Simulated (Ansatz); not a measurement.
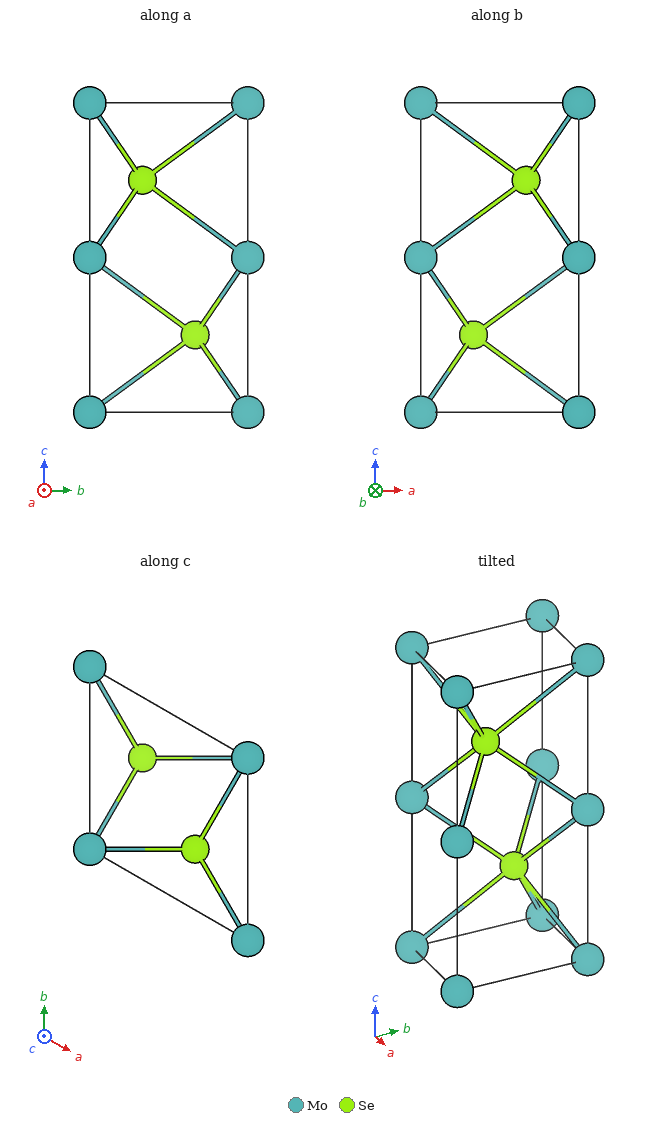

View along the a axis, along the b axis, along the c axis and slightly off an axis, drawn as a ball-and-stick model. Thin lines show the conventional unit cell, with boundary atoms drawn in all their periodic places.

Lattice parameters: a = 3.7328 Å, b = 3.7328 Å, c = 6.3272 Å, α = 90.000°, β = 90.000°, γ = 120.000°.

Set out the cell and atoms as a CIF in P1 with every atom of the cell.

```cif
data_structure
_symmetry_space_group_name_H-M 'P 1'
_symmetry_Int_Tables_number 1
_cell_length_a 3.7328
_cell_length_b 3.7328
_cell_length_c 6.3272
_cell_angle_alpha 90.000
_cell_angle_beta 90.000
_cell_angle_gamma 120.000
_cell_volume 76.35
loop_
_atom_site_label
_atom_site_type_symbol
_atom_site_fract_x
_atom_site_fract_y
_atom_site_fract_z
_atom_site_occupancy
Mo1 Mo 0.0000 0.0000 0.0000 1
Mo2 Mo 0.0000 0.0000 0.5000 1
Se1 Se 0.3333 0.6667 0.2500 1
Se2 Se 0.6667 0.3333 0.7500 1
```

The structure comes from a structure type filled with these elements by a generator (whether the compound takes this form wasn't checked). Earlier steps of the study, as a rule a relaxation of our own, may have changed the cell and positions, so they can lie some per cent off the listed ones. It was set up as input for a calculation with Ansatz.
